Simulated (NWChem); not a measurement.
**Energy and gradient calculation of C$_{3}$H$_{7}$FSn (part 1 of 2)**

System: C$_{3}$H$_{7}$FSn.
Method: MP2/def2-SVP, RHF, core potentials def2-SVP (NWChem 7.3.0).

The geometry comes from this level: PBE0-D4/def2-TZVP.

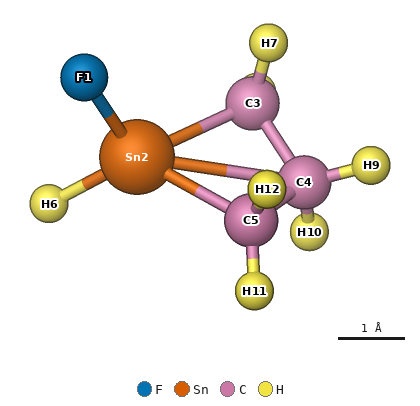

Figure 1. The structure as given in the input (ball-and-stick view, seen at a tilt; atoms are numbered from 1 in the order of the input). Sticks mark near contacts.

## Input
```
start run
title "C3H7FSn"
memory stack 880 mb heap 220 mb global 1100 mb
charge 0

geometry units angstroms noautosym nocenter noautoz
 F       -2.588100      -0.827800       1.176900
 Sn      -1.174700       0.436500       0.793300
 C        0.783000      -0.461200       0.901700
 C        1.017900      -0.030200      -0.563600
 C       -0.374300       0.196800      -1.194700
 H       -1.724700       1.866800       1.545800
 H        0.650500      -1.540400       1.005600
 H        1.528400      -0.125900       1.620700
 H        1.618700      -0.755000      -1.122800
 H        1.573500       0.911800      -0.574700
 H       -0.435700       0.990700      -1.936900
 H       -0.797600      -0.717100      -1.617400
end

basis spherical bse
 F library def2-SVP
 Sn library def2-SVP
 C library def2-SVP
 H library def2-SVP
end

ecp bse
 Sn library def2-SVP
end

scf
 thresh 1e-08
 maxiter 80
 noprint "final vectors analysis"
end

mp2
 freeze core 8
 tight
end

task mp2 gradient
```

Hardware: 1 thread of AMD EPYC (Zen 5), 16 GiB of memory available, shared host.

Command:
```bash
nwchem run.nw > run.out
```

## Log
```
Northwest Computational Chemistry Package (NWChem) 7.3.0
             --------------------------------------------------------

           Job information
           ---------------

    nwchem branch   = 7.3.0
    use scalapack   = T
    input           = run.nw
    prefix          = run.
    data base       = ./run.db
    status          = startup
    nproc           =        1

           Memory information
           ------------------

    heap     =     28835834 doubles =      220.0 Mbytes
    stack    =    115343359 doubles =      880.0 Mbytes
    global   =    144179200 doubles =     1100.0 Mbytes (distinct from heap & stack)
    total    =    288358393 doubles =     2200.0 Mbytes
    verify   = yes
    hardfail = no

           Directory information
           ---------------------

  0 permanent = .
  0 scratch   = .

                                NWChem Input Module
                                -------------------

                                      C3H7FSn
                                      -------

 Scaling coordinates for geometry "geometry" by  1.889725989
 (inverse scale =  0.529177249)

                             Geometry "geometry" -> ""
                             -------------------------

 Output coordinates in angstroms (scale by  1.889725989 to convert to a.u.)

  No.       Tag          Charge          X              Y              Z
 ---- ---------------- ---------- -------------- -------------- --------------
    1 F                    9.0000    -2.58810000    -0.82780000     1.17690000
    2 Sn                  50.0000    -1.17470000     0.43650000     0.79330000
    3 C                    6.0000     0.78300000    -0.46120000     0.90170000
    4 C                    6.0000     1.01790000    -0.03020000    -0.56360000
    5 C                    6.0000    -0.37430000     0.19680000    -1.19470000
    6 H                    1.0000    -1.72470000     1.86680000     1.54580000
    7 H                    1.0000     0.65050000    -1.54040000     1.00560000
    8 H                    1.0000     1.52840000    -0.12590000     1.62070000
    9 H                    1.0000     1.61870000    -0.75500000    -1.12280000
   10 H                    1.0000     1.57350000     0.91180000    -0.57470000
   11 H                    1.0000    -0.43570000     0.99070000    -1.93690000
   12 H                    1.0000    -0.79760000    -0.71710000    -1.61740000

      Atomic Mass
      -----------

      F                 18.998400
      Sn               117.901800
      C                 12.000000
      H                  1.007825

 Effective nuclear repulsion energy (a.u.)     504.5428044611

            Nuclear Dipole moment (a.u.)
            ----------------------------
        X                 Y               Z
 ---------------- ---------------- ----------------
  -134.2748580637    25.0163816094    83.2193751399

            XYZ format geometry
            -------------------
    12
 geometry
 F                    -2.58810000    -0.82780000     1.17690000
 Sn                   -1.17470000     0.43650000     0.79330000
 C                     0.78300000    -0.46120000     0.90170000
 C                     1.01790000    -0.03020000    -0.56360000
 C                    -0.37430000     0.19680000    -1.19470000
 H                    -1.72470000     1.86680000     1.54580000
 H                     0.65050000    -1.54040000     1.00560000
 H                     1.52840000    -0.12590000     1.62070000
 H                     1.61870000    -0.75500000    -1.12280000
 H                     1.57350000     0.91180000    -0.57470000
 H                    -0.43570000     0.99070000    -1.93690000
 H                    -0.79760000    -0.71710000    -1.61740000

 ==============================================================================
                                internuclear distances
 ------------------------------------------------------------------------------
       center one      |      center two      | atomic units |  angstroms
 ------------------------------------------------------------------------------
    2 Sn               |   1 F                |     3.65617  |     1.93476
    3 C                |   2 Sn               |     4.07507  |     2.15643
    4 C                |   3 C                |     2.92025  |     1.54533
    5 C                |   2 Sn               |     4.07508  |     2.15644
    5 C                |   4 C                |     2.92025  |     1.54533
    6 H                |   2 Sn               |     3.22613  |     1.70719
    7 H                |   3 C                |     2.06407  |     1.09226
    8 H                |   3 C                |     2.05712  |     1.08858
    9 H                |   4 C                |     2.06923  |     1.09499
   10 H                |   4 C                |     2.06679  |     1.09370
   11 H                |   5 C                |     2.05703  |     1.08853
   12 H                |   5 C                |     2.06411  |     1.09228
 ------------------------------------------------------------------------------
                         number of included internuclear distances:         12
 ==============================================================================

 ==============================================================================
                                 internuclear angles
 ------------------------------------------------------------------------------
        center 1       |       center 2       |       center 3       |  degrees
 ------------------------------------------------------------------------------
    1 F                |   2 Sn               |   3 C                |   112.41
    1 F                |   2 Sn               |   5 C                |   112.41
    1 F                |   2 Sn               |   6 H                |   102.99
    3 C                |   2 Sn               |   5 C                |    70.31
    3 C                |   2 Sn               |   6 H                |   128.25
    5 C                |   2 Sn               |   6 H                |   128.25
    2 Sn               |   3 C                |   4 C                |    88.52
    2 Sn               |   3 C                |   7 H                |   107.82
    2 Sn               |   3 C                |   8 H                |   121.78
    4 C                |   3 C                |   7 H                |   112.59
    4 C                |   3 C                |   8 H                |   115.87
    7 H                |   3 C                |   8 H                |   108.94
    3 C                |   4 C                |   5 C                |   106.93
    3 C                |   4 C                |   9 H                |   112.52
    3 C                |   4 C                |  10 H                |   109.09
    5 C                |   4 C                |   9 H                |   112.52
    5 C                |   4 C                |  10 H                |   109.09
    9 H                |   4 C                |  10 H                |   106.63
    2 Sn               |   5 C                |   4 C                |    88.52
    2 Sn               |   5 C                |  11 H                |   121.77
    2 Sn               |   5 C                |  12 H                |   107.81
    4 C                |   5 C                |  11 H                |   115.87
    4 C                |   5 C                |  12 H                |   112.60
   11 H                |   5 C                |  12 H                |   108.94
 ------------------------------------------------------------------------------
                            number of included internuclear angles:         24
 ==============================================================================

                      Basis "ao basis" -> "" (spherical)
                      -----
  [basis functions not shown]

 Summary of "ao basis" -> "" (spherical)
 ------------------------------------------------------------------------------
       Tag                 Description            Shells   Functions and Types
 ---------------- ------------------------------  ------  ---------------------
 F                          def2-SVP                 6       14   3s2p1d
 Sn                         def2-SVP                10       26   4s4p2d
 C                          def2-SVP                 6       14   3s2p1d
 H                          def2-SVP                 3        5   2s1p

                 ECP       "ecp basis" -> "" (cartesian)
                -----
  [basis functions not shown]

                                 NWChem SCF Module
                                 -----------------

                                      C3H7FSn

  ao basis        = "ao basis"
  functions       =   117
  atoms           =    12
  closed shells   =    28
  open shells     =     0
  charge          =   0.00
  wavefunction    = RHF
  input vectors   = atomic
  output vectors  = ./run.movecs
  use symmetry    = F
  symmetry adapt  = F

 Summary of "ao basis" -> "ao basis" (spherical)
 ------------------------------------------------------------------------------
       Tag                 Description            Shells   Functions and Types
 ---------------- ------------------------------  ------  ---------------------
 F                          def2-SVP                 6       14   3s2p1d
 Sn                         def2-SVP                10       26   4s4p2d
 C                          def2-SVP                 6       14   3s2p1d
 H                          def2-SVP                 3        5   2s1p

 Forming initial guess at       0.1s
```
